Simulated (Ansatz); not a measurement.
# Calculations on ZnHBrCl₂

**1. Relaxation**

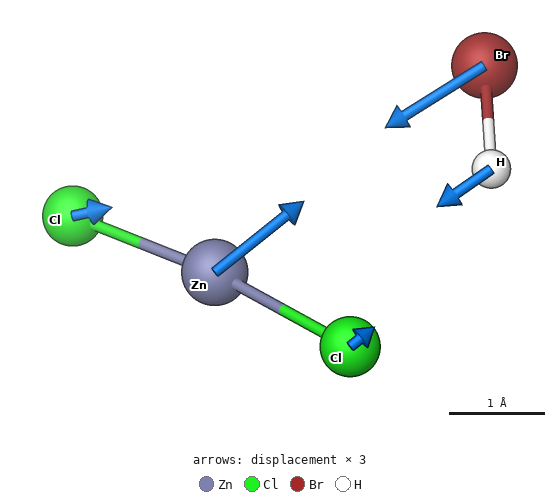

This is a relaxation of ZnHBrCl2. The starting structure is drawn; blue arrows show the displacements, magnified 3 times. The two geometries are superimposed by the best rigid fit.

Style: ball-and-stick. Shown from a free direction.

The run prepares an end point of a later path (reaction) calculation, from a guessed geometry.

These are results of RKS PBE/def2-SVP in Ansatz 0.2.0, not measurements.

Input
```yaml
crystal:
  periodic: [false, false, false]
  atoms:
    - { symbol: Zn, position_ang: [0.296684, 0.0, 0.001732] }
    - { symbol: Cl, position_ang: [0.541033, 0.0, 2.19503] }
    - { symbol: Cl, position_ang: [0.278473, 0.0, -2.102246] }
    - { symbol: Br, position_ang: [-3.137659, 0.0, 1.11907] }
    - { symbol: H, position_ang: [-2.024232, 0.0, 2.143213] }
basis:
  gaussian: { orbitals: def2-SVP }
hamiltonian:
  xc: pbe
relax:
  f_tol: 0.03
  max_steps: 50
output:
  orbitals: {}
```

Run as
```bash
ansatz run input.yaml --threads 2 --pin off --max-ram 3072MiB --backend cpu --events-out ev --progress --plain --runs-dir out
```

### What did the optimiser do to the structure, and how much energy did it gain?

Over 7 geometry steps the energy falls by 4.71 kcal/mol. Largest force component: 1.1 eV/Å at the start, 0.021 eV/Å at the end. The largest move after the best rigid fit is that of Br4, 0.42 Å. By element the largest moves are Br 0.42 Å, Zn 0.41 Å, H 0.24 Å, Cl 0.15 Å. Near-neighbour distances that change, for instance: Zn1–Br4 3.612 → 2.792 Å, Br4–H5 1.513 → 1.473 Å, Zn1–Cl2 2.207 → 2.174 Å, Zn1–Cl3 2.104 → 2.116 Å. New bonds form, among them: Zn1–Br4 (3.61 → 2.79 Å). Bond angles that change, for instance: Cl2–Zn1–Cl3 174.1° → 158.3°.

Limits of the set-up: the start holds two separate molecules, 2.6 Å apart at their closest, whose relative position is a soft coordinate and is computed without a dispersion correction.

**2. Relaxation**

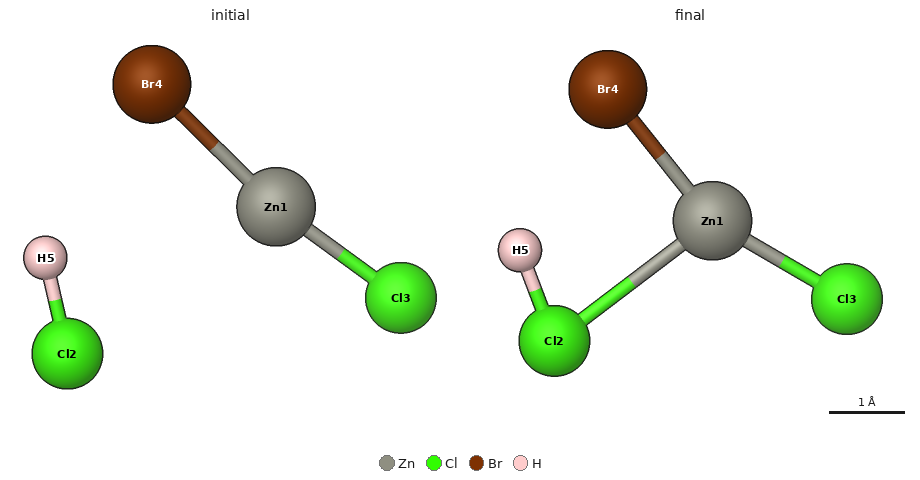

The structure of ZnHBrCl2 before (left) and after (right) a relaxation, at one scale.

A ball-and-stick model, seen at a tilt.

The run prepares an end point of a later path (reaction) calculation, from a guessed geometry.

Computed with RKS PBE/def2-SVP in Ansatz 0.2.0. Settings: no spin polarisation; force threshold 0.03 eV/Å; at most 50 steps.

> What changed between the two?

Over 7 accepted moves (8 points after the start) the energy falls by 0.227 eV. The largest force component goes from 1 to 0.01 eV/Å. The line search rejected the trial step at point 3 of the run. The largest move after the best rigid fit is that of Cl2, 0.40 Å. Largest moves by element: Cl 0.40 Å, Zn 0.37 Å, H 0.22 Å, Br 0.09 Å. Some distances before and after: Zn1–Cl2 3.433 → 2.671 Å, Zn1–Br4 2.382 → 2.295 Å, Cl2–H5 1.341 → 1.324 Å, Zn1–Cl3 2.106 → 2.120 Å. New bonds form, among them: Zn1–Cl2 (3.43 → 2.67 Å). Among the angles between lasting bonds that change: Cl3–Zn1–Br4 171.6° → 159.1°. Cost: 6.8 s on 2 threads of AMD EPYC 9R45 96-Core Processor (Zen 5), on a shared host, peak memory 0.18 GiB.

Limits of the set-up: the start holds two separate molecules, 2.7 Å apart at their closest, whose relative position is a soft coordinate and is computed without a dispersion correction.

**3. Path**

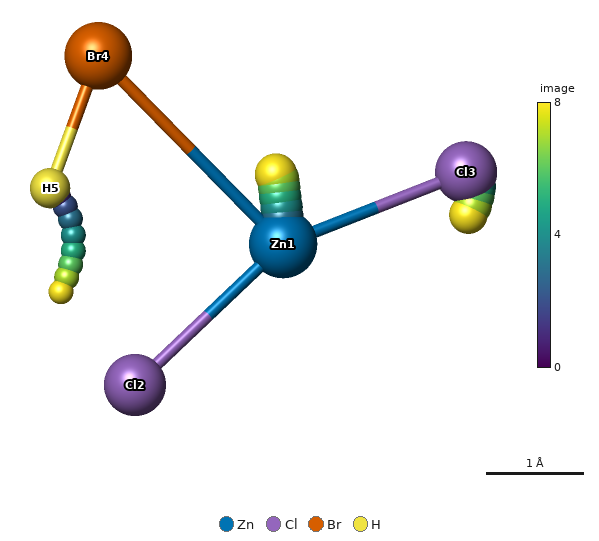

A search for the minimum-energy path of ZnHBrCl2 by the nudged elastic band. Images are numbered from 0 (start) to 8 (end). The start is drawn whole; smaller spheres mark the moving atoms (Zn, Cl, H) in the later images, joined by lines and coloured by the number of the image. The picture is a ball-and-stick view, seen at a tilt.

All numbers below come from Ansatz, RKS PBE/def2-SVP.

Input file:
```yaml
crystal:
  periodic: [false, false, false]
  atoms:
    - { symbol: Zn, position_ang: [-0.096079, 0.0, 0.116746] }
    - { symbol: Cl, position_ang: [0.43076, 0.0, 2.226126] }
    - { symbol: Cl, position_ang: [0.186697, 0.0, -1.980334] }
    - { symbol: Br, position_ang: [-2.764114, 0.0, 0.939113] }
    - { symbol: H, position_ang: [-1.802965, 0.0, 2.055148] }
basis:
  gaussian: { orbitals: def2-SVP }
hamiltonian:
  xc: pbe
neb:
  order_check: false
  images: 7
  f_tol: 0.05
  max_iterations: 60
  final_atoms:
    - { symbol: Zn, position_ang: [-0.8634902, -2.87e-05, -0.2296196] }
    - { symbol: Cl, position_ang: [0.23293131, -2.779e-05, 2.20649726] }
    - { symbol: Cl, position_ang: [0.60052223, 2.834e-05, -1.7624234] }
    - { symbol: Br, position_ang: [-2.93700612, -5.688e-05, 0.75373094] }
    - { symbol: H, position_ang: [-1.07865821, 8.503e-05, 2.38861378] }
  initial_path:
    images:
      - { positions_ang: [[-0.096079, 0.0, 0.116746], [0.43076, 0.0, 2.226126], [0.186697, 0.0, -1.980334], [-2.764114, 0.0, 0.939113], [-1.802965, 0.0, 2.055148]] }
      - { positions_ang: [[-0.07108785, 0.0, 0.08873721], [0.32028054, 0.0, 2.31826129], [0.14424678, 0.0, -2.04406335], [-2.71864866, 0.0, 0.91618576], [-1.72049182, 0.0, 2.07767809]] }
      - { positions_ang: [[-0.0460967, 0.0, 0.06072842], [0.20980108, 0.0, 2.41039657], [0.10179657, 0.0, -2.10779269], [-2.67318331, 0.0, 0.89325852], [-1.63801863, 0.0, 2.10020818]] }
      - { positions_ang: [[-0.02110555, 0.0, 0.03271963], [0.09932162, 0.0, 2.50253186], [0.05934635, 0.0, -2.17152204], [-2.62771797, 0.0, 0.87033128], [-1.55554545, 0.0, 2.12273827]] }
      - { positions_ang: [[0.0038856, 0.0, 0.00471083], [-0.01115784, 0.0, 2.59466715], [0.01689614, 0.0, -2.23525138], [-2.58225262, 0.0, 0.84740404], [-1.47307227, 0.0, 2.14526836]] }
      - { positions_ang: [[-0.21295835, -7.17e-06, -0.05387177], [0.04986445, -6.95e-06, 2.49762467], [0.16280266, 7.08e-06, -2.11704438], [-2.670941, -1.422e-05, 0.82398577], [-1.37446875, 2.126e-05, 2.20610472]] }
      - { positions_ang: [[-0.4298023, -1.435e-05, -0.11245438], [0.11088673, -1.389e-05, 2.4005822], [0.30870918, 1.417e-05, -1.99883739], [-2.75962937, -2.844e-05, 0.80056749], [-1.27586524, 4.252e-05, 2.26694107]] }
      - { positions_ang: [[-0.64664625, -2.152e-05, -0.17103699], [0.17190902, -2.084e-05, 2.30353973], [0.45461571, 2.125e-05, -1.88063039], [-2.84831775, -4.266e-05, 0.77714922], [-1.17726173, 6.377e-05, 2.32777743]] }
      - { positions_ang: [[-0.8634902, -2.87e-05, -0.2296196], [0.23293131, -2.779e-05, 2.20649726], [0.60052223, 2.834e-05, -1.7624234], [-2.93700612, -5.688e-05, 0.75373094], [-1.07865821, 8.503e-05, 2.38861378]] }
```

Launched with:
```bash
ansatz run input.yaml --threads 2 --pin off --max-ram 3072MiB --backend cpu --events-out ev --progress --plain --runs-dir out
```

What moves, how far, and at what cost in energy?

A hydrogen atom shifts from one atom to another. Breaking: Br4–H5 (1.47 → 1.63 at the top → 2.48 Å). Forming: Cl2–H5 (2.24 → 1.72 at the top → 1.32 Å). The highest point, image 3, lies 0.038 eV above the start and 0.194 eV above the end; the end is at −0.157 eV relative to the start. The band is converged.

Cost: 38 s on 2 threads of AMD EPYC 9R45 96-Core Processor (Zen 5), on a shared host, peak memory 0.18 GiB.
